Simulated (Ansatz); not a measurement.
# AlH₄+ (triplet): inputs that go wrong at distance Al1–H5 = 2.664 Å

3 inputs are run for AlH₄+ (triplet) as typed; the log has to tell whether the result can be used and what must change.

Method: the settings change from run to run; program: Ansatz 0.2.0, Gaussian basis.

21 further runs of the same task are left out: 12 for a known fault of the program, 8 that didn't finish, 1 set aside as unsound or not needed.

## 1. The system

The geometry derives from a PBE0/def2-TZVP stationary point (not a proven minimum). One bond is set to the value named and the two fragments are kept rigid.

5 atoms, charge 1, spin multiplicity 3.

Atoms are counted from 1 here; the program's logs count them from 0.

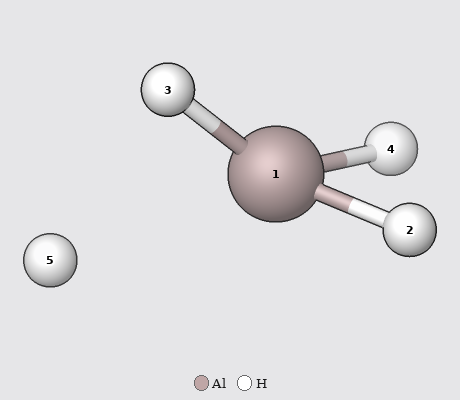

The geometry (aluminium light grey, hydrogen white); atoms are numbered from 1 in the order of the file.

## 2. Input 1

in.yaml reads:

```yaml
crystal:
  periodic: [false, false, false]
  atoms:
    - {symbol: Al, position_ang: [-0.012388, 0.027497, 0.012163]}
    - {symbol: H, position_ang: [0.608792, 1.437926, 0.638079]}
    - {symbol: H, position_ang: [-0.637342, -1.379919, 0.641097]}
    - {symbol: H, position_ang: [-0.642283, 1.431018, -0.620536]}
    - {symbol: H, position_ang: [1.002448, -2.225102, -0.984230]}
basis:
  gaussian: {orbitals: cc-pVDZ, fitting: {mean_field: def2-universal-jkfit}, point_charges: [{charge: -1.00, position_ang: [3.543, -0.546, 0.261]}]}
total_charge: 1
magnetization: {spin_polarized: false, initial_magnetization: 2}
correlation: {method: sc_nevpt2, electrons: outside_noble_gas, active_space: {window: {electrons: 2, orbitals: 5}}}
scf: {lower_state_search: light}
output: {forces: true}
```

Started as:

```bash
> ansatz run in.yaml --threads 1 --pin off --events-out ev --progress --plain --max-ram 2393MiB
```

The program printed:

```text
Functional definition: HF
  name "HF"
  cite "Fock, Z. Phys. 61, 126 (1930) doi:10.1007/BF01340294"
  parent pbe
  exchange = exact_x
  correlation = 0
200 factors; integrals over basis functions are off by at most 5.7e-1 eV
mean field evaluation 1: about -6636.0031 eV, gradient 8.5e0 eV
mean field evaluation 2: about -6637.0336 eV, gradient 2.7e0 eV
mean field evaluation 4: about -6637.1559 eV, gradient 3.6e-1 eV
mean field evaluation 8: about -6637.1663 eV, gradient 2.4e-5 eV
mean field -6637.16630878 eV, -243.9113630149 hartree, gradient 7.1e-7 eV, S^2 2.000000; 0 other end points of the search recorded, 0 dependent functions left out
reference -6637.16630878 eV, -243.9113630149 hartree; 9, 7 occupied and 29, 31 virtual orbitals, 200 factors
state -6637.16786899 eV, -243.9114203513 hartree
state -6637.16786899 eV, -243.9114203513 hartree; corrected -6638.91834056 eV, -243.9757489950 hartree
WARN: 3 active orbitals are nearly empty or full. The corrections depend on them more than the energy does, and are more stable in an active space without them
the calculation of the forces begins
Error: an active orbital is full or empty, and SC-NEVPT2 has no forces then: leave it out of the active space
```

Wall time 1.1 s (1 thread of Arm Neoverse V1, shared host).

**Diagnosis.** The run stopped with an error. It says: «an active orbital is full or empty, and SC-NEVPT2 has no forces then: leave it out of the active space». Cure: drop the forces, or choose an active space whose orbitals are all partly filled.

## 3. Input 2

in.yaml reads:

```yaml
crystal:
  periodic: [false, false, false]
  atoms:
    - {symbol: Al, position_ang: [-0.012388, 0.027497, 0.012163]}
    - {symbol: H, position_ang: [0.608792, 1.437926, 0.638079]}
    - {symbol: H, position_ang: [-0.637342, -1.379919, 0.641097]}
    - {symbol: H, position_ang: [-0.642283, 1.431018, -0.620536]}
    - {symbol: H, position_ang: [1.002448, -2.225102, -0.984230]}
basis:
  gaussian: {orbitals: cc-pVDZ}
total_charge: 1
magnetization: {spin_polarized: false, initial_magnetization: 2}
correlation: {method: fic_mrcisd_q, electrons: outside_noble_gas, active_space: {window: {electrons: 4, orbitals: 4}, states: [{multiplicity: 3, weights: [1, 1]}], root: 5}}
```

Same command.

The program printed:

```text
Error: the active space averages no state 5, counted from zero
```

Run time: 0.03 s. Hardware: 1 thread of Arm Neoverse V1, shared host.

Diagnosis: The run was refused. The root asked for lies beyond the states averaged. Cure: average more states or name a lower root.

## 4. Input 3

in.yaml reads:

```yaml
crystal:
  periodic: [false, false, false]
  atoms:
    - {symbol: Al, position_ang: [-0.012388, 0.027497, 0.012163]}
    - {symbol: H, position_ang: [0.608792, 1.437926, 0.638079]}
    - {symbol: H, position_ang: [-0.637342, -1.379919, 0.641097]}
    - {symbol: H, position_ang: [-0.642283, 1.431018, -0.620536]}
    - {symbol: H, position_ang: [1.002448, -2.225102, -0.984230]}
basis:
  gaussian: {orbitals: "6-31G*"}
total_charge: 1
magnetization: {spin_polarized: false, initial_magnetization: 2}
correlation: {method: sc_nevpt2, electrons: valence, active_space: {window: {electrons: 4, orbitals: 4}, states: [{multiplicity: 3, irrep: Sigma, weights: [1]}]}}
scf: {lower_state_search: full}
```

Launched as before.

The program printed:

```text
Functional definition: HF
  name "HF"
  cite "Fock, Z. Phys. 61, 126 (1930) doi:10.1007/BF01340294"
  parent pbe
  exchange = exact_x
  correlation = 0
the irreps are read with x along [-0.003, 1.000, -0.003], y along [0.709, 0.000, -0.705] and z along [-0.705, -0.004, -0.709] of the geometry given
511 factors; integrals over basis functions are off by at most 1.7e-7 eV
mean field evaluation 1: about -6631.2653 eV, gradient 8.0e0 eV
mean field evaluation 2: about -6631.2697 eV, gradient 8.0e0 eV
mean field evaluation 4: about -6632.2932 eV, gradient 6.9e-1 eV
mean field evaluation 8: about -6632.2979 eV, gradient 4.6e-4 eV
mean field evaluation 16: about -6630.0996 eV, gradient 1.2e1 eV
mean field evaluation 32: about -6632.2979 eV, gradient 6.1e-4 eV
mean field -6632.29789734 eV, -243.7324521941 hartree, gradient 1.0e-6 eV, S^2 2.000000; 4 other end points of the search recorded, 0 dependent functions left out
reference -6632.29789734 eV, -243.7324521941 hartree; 9, 7 occupied and 18, 20 virtual orbitals, 511 factors
Error: the irrep Sigma is not accepted for these orbitals, which take A', A'', or 1 to 2
```

Run time: 0.27 s. Hardware: 1 thread of Arm Neoverse V1, shared host.

What is wrong: The run stopped with an error. The symmetry label isn't in the molecule's group. Cure: name an irrep that the log lists.

## 5. How the runs ended

| input | level | ended | cause | time |
| --- | --- | --- | --- | --- |
| 1 | NEVPT2(2,5)/cc-pVDZ | stopped by an error | an active orbital is full or empty, and SC-NEVPT2 has no forces then: leave it out of the active space | 1.1 s |
| 2 | MRCISD+Q(4,4)/cc-pVDZ | refused | the root asked for lies beyond the states averaged | 0.03 s |
| 3 | NEVPT2(4,4)/6-31G* | stopped by an error | the symmetry label isn't in the molecule's group | 0.27 s |

2 stopped by an error, 1 refused.
